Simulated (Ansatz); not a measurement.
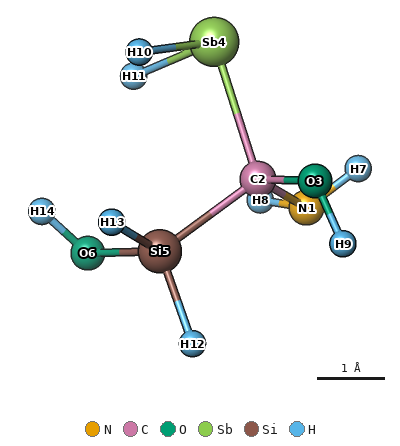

The starting structure (ball-and-stick view, seen at a tilt; atoms are numbered from 1 in the order of the input). Sticks mark near contacts.

Run report: CH₈NO₂SbSi, geometry relaxation (part 1 of 2)

The run: geometry relaxation of CH₈NO₂SbSi. Method and program: RKS BHLYP-D4/def2-SVP (Ansatz 0.2.0).

It belongs to a series of runs on one base structure; here: end point A relaxed. Figures and captions count atoms from 1; the log counts them from 0 in places.

### The program's output
```
The last accepted step is kept in [file] (removed where the run ends without a failure and the disk answers)
Engine: ansatz 0.2.0, aarch64-unknown-linux-gnu
Functional definition: BHLYP
  parameter a = 0.5
  exchange = (1 - a)*b88_x + a*exact_x
  correlation = lyp_c
1586 factors; integrals over basis functions are off by at most 4.1e-4 eV
mean field evaluation 1: about -21145.7189 eV, gradient 6.0e1 eV
mean field evaluation 2: about -21144.0137 eV, gradient 6.8e1 eV
mean field evaluation 4: about -21152.6358 eV, gradient 2.2e0 eV
mean field evaluation 8: about -21152.7271 eV, gradient 1.2e-1 eV
mean field evaluation 16: about -21152.7272 eV, gradient 9.7e-5 eV
mean field -21152.72719138 eV, -777.3483864496 hartree, gradient 2.6e-5 eV, S^2 0.000000; 0 other end points of the search recorded, 0 dependent functions left out
the calculation of the forces begins
reference -21152.72738795 eV, -777.3483936737 hartree; 37, 37 occupied and 103, 103 virtual orbitals, 1586 factors
relax step   1: F+E_penalty+E_count = -21153.27583310 eV  Δ(F+E_penalty+E_count) = +0.000e0 eV  max|allowed force component| = 3.497e0 eV/Å  Δτ_max = 0.0000 Å  (29 SCF iters, accepted)
these checks for a lower state are left out or cut short: starts, cluster_reference, orbital_swaps, neighbouring_geometries, increment
1586 factors; integrals over basis functions are off by at most 4.1e-4 eV
mean field -21153.10901899 eV, -777.3624183555 hartree, gradient 1.9e-5 eV, S^2 0.000000; 0 other end points of the search recorded, 0 dependent functions left out
[... from here on the field's lines of each further geometry are left out, up to the last ...]
relax step   2: F+E_penalty+E_count = -21153.65543150 eV  Δ(F+E_penalty+E_count) = -3.796e-1 eV  max|allowed force component| = 1.608e0 eV/Å  Δτ_max = 0.1945 Å  (31 SCF iters, accepted)
relax step   3: F+E_penalty+E_count = -21153.79249826 eV  Δ(F+E_penalty+E_count) = -1.371e-1 eV  max|allowed force component| = 7.553e-1 eV/Å  Δτ_max = 0.1831 Å  (30 SCF iters, accepted)
relax step   4: F+E_penalty+E_count = -21153.86040461 eV  Δ(F+E_penalty+E_count) = -6.791e-2 eV  max|allowed force component| = 3.553e-1 eV/Å  Δτ_max = 0.2000 Å  (30 SCF iters, accepted)
relax step   5: F+E_penalty+E_count = -21153.86240510 eV  Δ(F+E_penalty+E_count) = -2.000e-3 eV  max|allowed force component| = 5.517e-1 eV/Å  Δτ_max = 0.2000 Å  (29 SCF iters, accepted)
relax step   6: F+E_penalty+E_count = -21153.88701699 eV  Δ(F+E_penalty+E_count) = -2.461e-2 eV  max|allowed force component| = 3.433e-1 eV/Å  Δτ_max = 0.1394 Å  (30 SCF iters, accepted)
relax step   7: F+E_penalty+E_count = -21153.88968249 eV  Δ(F+E_penalty+E_count) = -2.666e-3 eV  max|allowed force component| = 1.732e-1 eV/Å  Δτ_max = 0.1197 Å  (30 SCF iters, accepted)
relax step   8: F+E_penalty+E_count = -21153.89267792 eV  Δ(F+E_penalty+E_count) = -2.995e-3 eV  max|allowed force component| = 1.614e-1 eV/Å  Δτ_max = 0.0405 Å  (31 SCF iters, accepted)
relax step   9: F+E_penalty+E_count = -21153.89292709 eV  Δ(F+E_penalty+E_count) = -2.492e-4 eV  max|allowed force component| = 9.494e-2 eV/Å  Δτ_max = 0.0469 Å  (31 SCF iters, accepted)
relax step  10: F+E_penalty+E_count = -21153.89439252 eV  Δ(F+E_penalty+E_count) = -1.465e-3 eV  max|allowed force component| = 2.146e-2 eV/Å  Δτ_max = 0.0456 Å  (31 SCF iters, accepted)
relax step  11: F+E_penalty+E_count = -21153.89525007 eV  Δ(F+E_penalty+E_count) = -8.575e-4 eV  max|allowed force component| = 2.209e-2 eV/Å  Δτ_max = 0.0515 Å  (32 SCF iters, accepted)
relax step  12: F+E_penalty+E_count = -21153.89505475 eV  Δ(F+E_penalty+E_count) = +1.953e-4 eV  max|allowed force component| = 4.727e-2 eV/Å  Δτ_max = 0.0607 Å  (31 SCF iters, rejected (line search))
relax step  13: F+E_penalty+E_count = -21153.89554129 eV  Δ(F+E_penalty+E_count) = -2.912e-4 eV  max|allowed force component| = 1.453e-2 eV/Å  Δτ_max = 0.0296 Å  (25 SCF iters, accepted)
relax step  14: F+E_penalty+E_count = -21153.89549651 eV  Δ(F+E_penalty+E_count) = +4.478e-5 eV  max|allowed force component| = 3.973e-2 eV/Å  Δτ_max = 0.0504 Å  (31 SCF iters, rejected (line search))
the calculation of the forces begins
reference -21153.35371744 eV, -777.3714108577 hartree; 37, 37 occupied and 103, 103 virtual orbitals, 1586 factors
relax step  15: F+E_penalty+E_count = -21153.89573292 eV  Δ(F+E_penalty+E_count) = -1.916e-4 eV  max|allowed force component| = 1.138e-2 eV/Å  Δτ_max = 0.0245 Å  (24 SCF iters, accepted)
1586 factors; integrals over basis functions are off by at most 4.1e-4 eV
mean field evaluation 128: about -21153.3535 eV, gradient 2.9e-3 eV
```

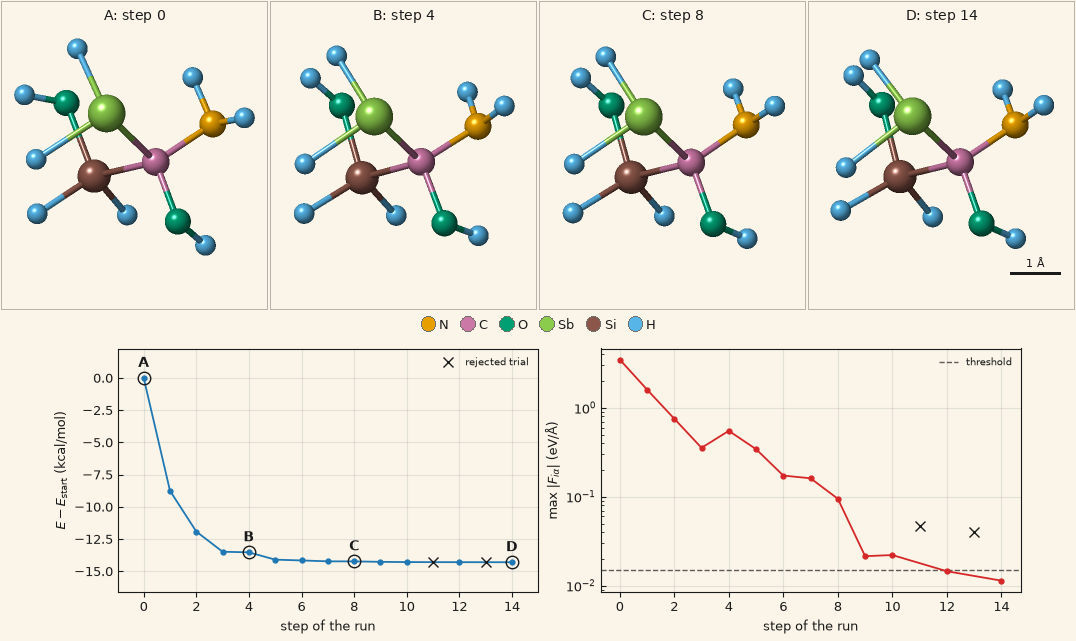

Frames of the relaxation (ball-and-stick view, seen at a tilt) above the curves, on which the letters mark them (the first geometry is step 0 here and step 1 in the log).

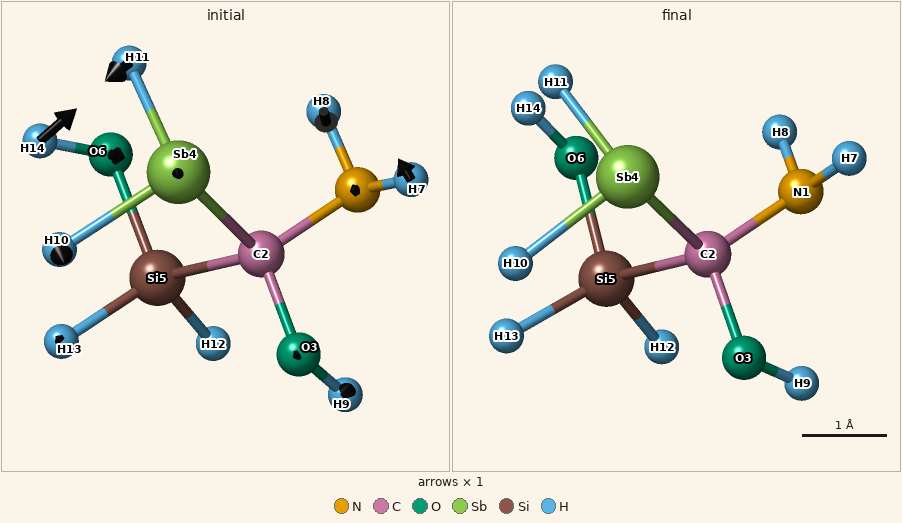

Before (left) and after (right) the relaxation, at one scale (ball-and-stick view, seen at a tilt). The black arrows give the displacements, at true length. The largest move after the best rigid fit is that of H14, 0.60 Å. By element the largest moves are H 0.60 Å, O 0.22 Å, N 0.11 Å, Sb 0.10 Å, Si 0.06 Å, C 0.05 Å. Distances before and after: Sb4–H11 1.827 → 1.718 Å, O3–H9 1.044 → 0.960 Å, N1–H8 1.063 → 1.009 Å, Si5–O6 1.712 → 1.660 Å. Among the angles that change: Si5–O6–H14 105.6° → 117.9°, C2–N1–H8 104.0° → 113.4°, O6–Si5–H13 108.1° → 112.4°. Over 14 geometry steps the energy falls by 14.3 kcal/mol. The largest force component goes from 3.5 to 0.011 eV/Å. The line search rejected the trial steps at points 11, 13 (counted from 0) and went back. (Atoms are counted from 1 in the order of the input.)

```
mean field -21153.35351850 eV, -777.3714035468 hartree, gradient 1.6e-5 eV, S^2 0.000000; 1 other end points of the search recorded, 0 dependent functions left out
the calculation of the forces begins
reference -21153.35371744 eV, -777.3714108577 hartree; 37, 37 occupied and 103, 103 virtual orbitals, 1586 factors
Total energy: -21153.89593186 eV, -777.3913368703 hartree
Atom 0 at    -0.509542    -1.319538     1.023909 Å, force    -0.005509    -0.000278     0.011379 eV/Å
Atom 1 at     0.424751    -0.463113     0.361903 Å, force     0.002825     0.006388    -0.010246 eV/Å
Atom 2 at     1.666159    -0.484016     1.036993 Å, force     0.004777    -0.002680    -0.001404 eV/Å
Atom 3 at     0.972217    -1.197588    -1.669164 Å, force    -0.003145     0.001320    -0.007901 eV/Å
Atom 4 at    -0.241823     1.307357     0.337845 Å, force    -0.001218     0.002946     0.003854 eV/Å
Atom 5 at    -1.782181     1.301171    -0.281809 Å, force     0.002784    -0.004162     0.007626 eV/Å
Atom 6 at    -0.350513    -2.307615     0.883901 Å, force     0.004041    -0.003444    -0.002732 eV/Å
Atom 7 at    -1.472056    -1.096792     0.818012 Å, force    -0.004502     0.001706    -0.003377 eV/Å
Atom 8 at     1.465926    -0.502090     1.975420 Å, force    -0.001652    -0.000299     0.000858 eV/Å
Atom 9 at     1.848896     0.185579    -2.144829 Å, force    -0.005012    -0.003933     0.003838 eV/Å
Atom 10 at    -0.464333    -0.586960    -2.386409 Å, force     0.010128    -0.000333     0.006201 eV/Å
Atom 11 at    -0.359398     1.787648     1.730955 Å, force     0.000511     0.003556     0.001256 eV/Å
Atom 12 at     0.673763     2.170833    -0.436467 Å, force    -0.000946    -0.001358    -0.000478 eV/Å
Atom 13 at    -1.884865     1.175925    -1.221459 Å, force    -0.003083     0.000572    -0.008873 eV/Å
Dipole moment:    -0.200262    -0.204725    -0.112844 e Å
```

### Trajectory as extended XYZ (Å, eV, eV/Å), 15 frames, from step=1 to step=15
```
14
Properties=species:S:1:pos:R:3:forces:R:3 step=1 energy=-21153.27583
N    -0.4924   -1.4222    1.0559   -2.0803   1.8057  -1.8936
C     0.4313   -0.5084    0.3901   -0.8008  -0.5830   0.5118
O     1.6194   -0.5338    1.0756    1.0185   0.8863   3.4969
Sb    0.8804   -1.1943   -1.6415   -0.8429   0.2516  -0.7633
Si   -0.2157    1.2536    0.3211   -1.7331   0.3676   0.4621
O    -1.7188    1.3291   -0.4944    1.5831   0.1830   0.0554
H    -0.1141   -2.3406    1.0836    0.2757  -0.8932  -0.1111
H    -1.3558   -1.4136    0.4355    1.2422  -0.4418   1.5797
H     1.4588   -0.2989    2.0800    0.2945  -0.7723  -3.2526
H     1.5058    0.3366   -2.1057   -0.0800  -0.1680  -0.1417
H    -0.8163   -0.7536   -2.1576    1.3094  -0.2962   0.2821
H    -0.3938    1.7489    1.7314   -0.0075  -0.2303  -0.3571
H     0.7104    2.1567   -0.3506    0.3791   0.0995  -0.2314
H    -1.5122    1.6113   -1.3946   -0.5581  -0.2088   0.3628
14
Properties=species:S:1:pos:R:3:forces:R:3 step=2 energy=-21153.65543
N    -0.5230   -1.3902    1.0460   -0.3270   0.4811  -0.6692
C     0.4223   -0.4956    0.3975   -0.6119  -0.2303  -0.1163
O     1.6356   -0.5142    1.0757    0.2612   0.1848   1.3251
Sb    0.8695   -1.1888   -1.6817    1.6077  -0.4131   0.6031
Si   -0.2390    1.2718    0.3552   -0.7733   0.1041  -0.1092
O    -1.7191    1.3440   -0.4633    1.0322   0.0846   0.1338
H    -0.1499   -2.3279    1.0676   -0.0393  -0.1944  -0.0034
H    -1.4025   -1.4036    0.5133    0.5059  -0.0401   0.5802
H     1.4663   -0.3222    2.0266    0.1217  -0.2732  -1.1726
H     1.4882    0.3143   -2.1873    0.0547   0.0231  -0.1199
H    -0.6241   -0.7837   -2.1566   -1.4819   0.3857  -0.5248
H    -0.4179    1.7372    1.7546   -0.0569  -0.0524  -0.0928
H     0.7271    2.1378   -0.3443    0.1042   0.0492   0.0014
H    -1.5467    1.5919   -1.3746   -0.3972  -0.1088   0.1647
14
Properties=species:S:1:pos:R:3:forces:R:3 step=3 energy=-21153.79250
N    -0.5317   -1.3571    1.0651    0.0894   0.0503  -0.7553
C     0.4060   -0.4896    0.3784   -0.2843  -0.0739   0.0018
O     1.6353   -0.5199    1.0429    0.3633   0.0432   0.2684
Sb    0.9937   -1.1961   -1.6762   -0.0820  -0.0853   0.2535
Si   -0.2578    1.2808    0.3666   -0.4773   0.0138  -0.1182
O    -1.7568    1.3400   -0.3923    0.7530   0.0955  -0.0056
H    -0.2128   -2.3217    1.0284   -0.1780   0.1097   0.0617
H    -1.4623   -1.3052    0.6453    0.4128  -0.0232   0.2779
H     1.4748   -0.3680    1.9761   -0.0422  -0.0286   0.0730
H     1.6324    0.2676   -2.2900   -0.0295   0.0074   0.1362
H    -0.5575   -0.7911   -2.2251   -0.2255   0.0062  -0.2664
H    -0.4346    1.7282    1.7679    0.0108  -0.0389  -0.0249
H     0.7052    2.1531   -0.3378    0.0181   0.0240   0.0033
H    -1.6469    1.5498   -1.3205   -0.3285  -0.1002   0.0945
14
Properties=species:S:1:pos:R:3:forces:R:3 step=4 energy=-21153.86040
N    -0.5073   -1.3154    1.0675    0.2572  -0.0540  -0.1689
C     0.4309   -0.4594    0.3883   -0.2637  -0.0576  -0.2827
O     1.6762   -0.4783    1.0453   -0.1613  -0.0884   0.3553
Sb    0.9732   -1.1983   -1.6663   -0.0055  -0.0124   0.0714
Si   -0.2613    1.3044    0.3508    0.1084   0.0711   0.0222
O    -1.7603    1.3438   -0.3659    0.1212  -0.0534  -0.1898
H    -0.2570   -2.2972    1.0221   -0.0299   0.0827  -0.0425
H    -1.4496   -1.2055    0.7149    0.0551   0.0415   0.1023
H     1.4950   -0.5666    1.9890    0.0237   0.1116  -0.2563
H     1.6975    0.2468   -2.2208   -0.0160  -0.0256   0.0485
H    -0.5292   -0.7566   -2.3693    0.0041   0.0221   0.0493
H    -0.4317    1.7459    1.7456   -0.0604   0.0417   0.1044
H     0.6888    2.1925   -0.3520    0.0198  -0.0223  -0.0284
H    -1.7783    1.4148   -1.3205   -0.0526  -0.0571   0.2153
14
Properties=species:S:1:pos:R:3:forces:R:3 step=5 energy=-21153.86240
N    -0.4787   -1.3255    1.0415    0.1113  -0.0150  -0.3069
C     0.4278   -0.4560    0.3435    0.1140  -0.2108   0.5517
O     1.6574   -0.4912    1.0530    0.0142   0.2249  -0.1390
Sb    0.9942   -1.2002   -1.6794   -0.0588   0.0757   0.1074
Si   -0.2297    1.3172    0.3533   -0.1322  -0.0895  -0.2649
O    -1.7478    1.3169   -0.3264    0.0292   0.0858  -0.0061
H    -0.3066   -2.3038    0.8498   -0.1300   0.0005   0.1225
H    -1.4489   -1.1092    0.8902   -0.1930  -0.0134  -0.1178
H     1.3942   -0.5128    1.9771    0.1639  -0.0542  -0.0386
H     1.7402    0.2480   -2.1814    0.0225  -0.0076  -0.0232
H    -0.4966   -0.7194   -2.3784   -0.0007   0.0078  -0.0108
H    -0.4072    1.7696    1.7523    0.0530  -0.0242  -0.0636
H     0.7204    2.1746   -0.3901   -0.0412   0.0364   0.0786
H    -1.8316    1.2627   -1.2761    0.0478  -0.0165   0.1106
```
